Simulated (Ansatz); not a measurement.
ClFMoOS

```
atom    x (Å)    y (Å)    z (Å)
   O  -0.3470  -0.1132   1.6758
  Mo   0.0614  -0.0679   0.0689
   F   1.5969  -1.0273  -0.2254
   S  -1.5198  -0.9324  -0.9977
  Cl   0.2584   2.0671  -0.5631
```

Geometry: PBE0-D4/def2-TZVP; core potentials replace the inner electrons of Mo.

All numbers below come from RKS PBE0-D4/def2-TZVPP in Ansatz 0.2.0.

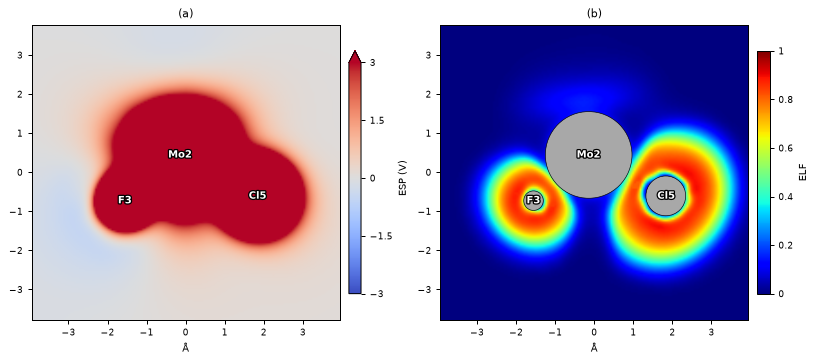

Figure 1. (a) molecular electrostatic potential; (b) ELF on the plane of atoms F3, Mo2 and Cl5. Grey discs cover the atomic cores in the ELF map.

What do the fields say about this system?

- Atoms in the plane: Mo, F and Cl.
- Mo–F (1.83 Å): the ELF peaks at about 0.80 in the valence shell of F, 0.5 Å from its nucleus, and drops to about 0.25 between the two atoms.
- Mo–Cl (2.24 Å): the ELF peaks at about 0.85 in the valence shell of Cl, 0.8 Å from its nucleus, and is about 0.40 at the midpoint.
- Outside the dense part of the molecule the potential is most negative (−0.5 V) near F3.

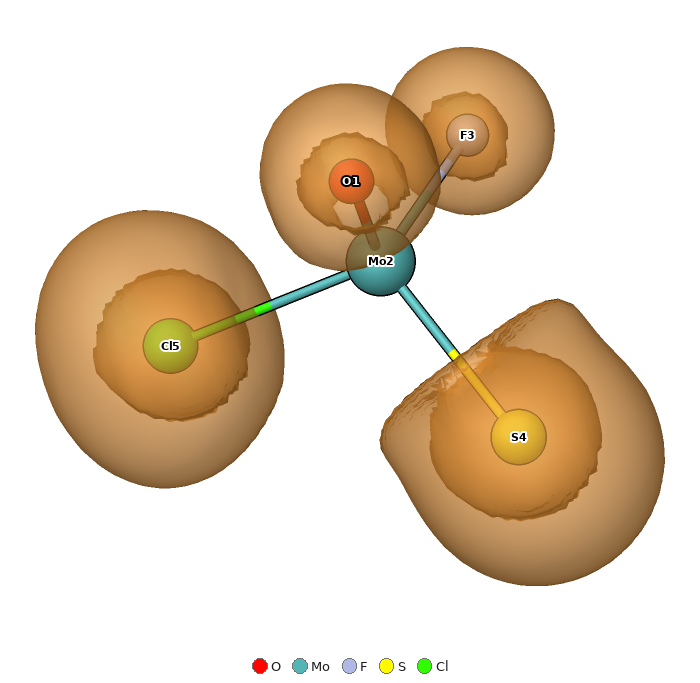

Figure 2. Isosurface of the electron localisation function at 0.75 (orange), seen at a tilt. Only the valence region is drawn (cores and ρ < 0.01 e/Å³ removed).

Describe the localisation domains.

The surface consists of one ring or bowl of non-bonding electrons around S, one region wrapped around Cl (its valence shell), one region wrapped around F (its valence shell) and one region wrapped around O (its valence shell).


Mo–O (1.66 Å): the ELF peaks at about 0.75 in the valence shell of O, 0.5 Å from its nucleus, and is about 0.40 at the midpoint.

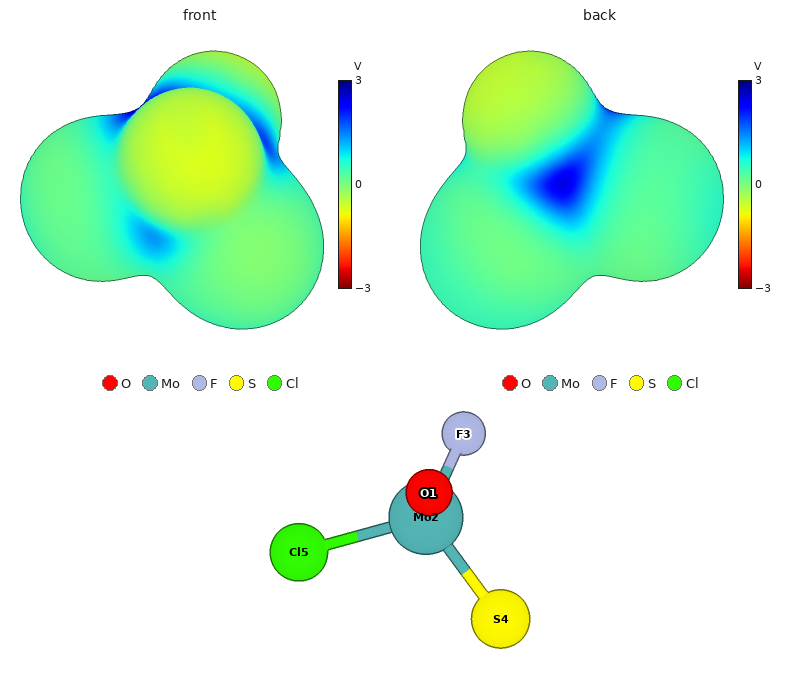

Figure 3. The molecular electrostatic potential painted on the density surface at 0.002 e/bohr³, seen from the front and from behind; the colour scale runs from red (negative) to blue (positive). The bare structure is drawn below in the same view.

Which sites attract a positive test charge, and which a negative one?

A positive charge is drawn to the negative regions and a negative charge to the positive ones. The most negative region (about −0.7 V, or −16 kcal/mol for a unit charge) lies over O1, the most positive (about +2.5 V, or +58 kcal/mol for a unit charge) over Mo2.

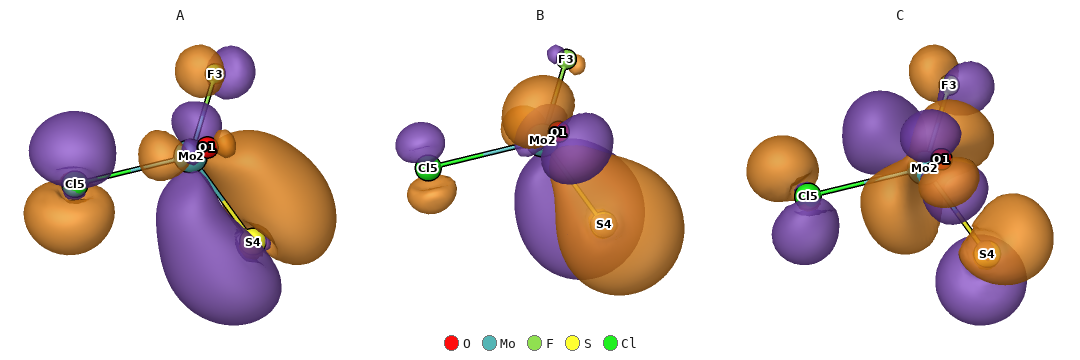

Figure 4. Three frontier orbitals at ±0.1 Å⁻³ᐟ² (orange and purple are the two phases), in no order.

Order the three orbitals by energy and name them.

A is the HOMO−1 (−9.00 eV). It lies mainly on S4 (about 60 %), Mo2 (about 20 %) and Cl5 (about 15 %). B is the HOMO (−8.43 eV). Its weight (Hirshfeld) is mainly on S4 (about 70 %), O1 (about 15 %) and Mo2 (about 10 %); largely a lone pair of S4. C is the LUMO (−3.77 eV). Its weight (Hirshfeld) is mainly on Mo2 (about 55 %), S4 (about 20 %), Cl5 (about 10 %), F3 (about 5 %) and O1 (about 5 %).

What is the HOMO–LUMO gap?

4.66 eV between the orbital energies.
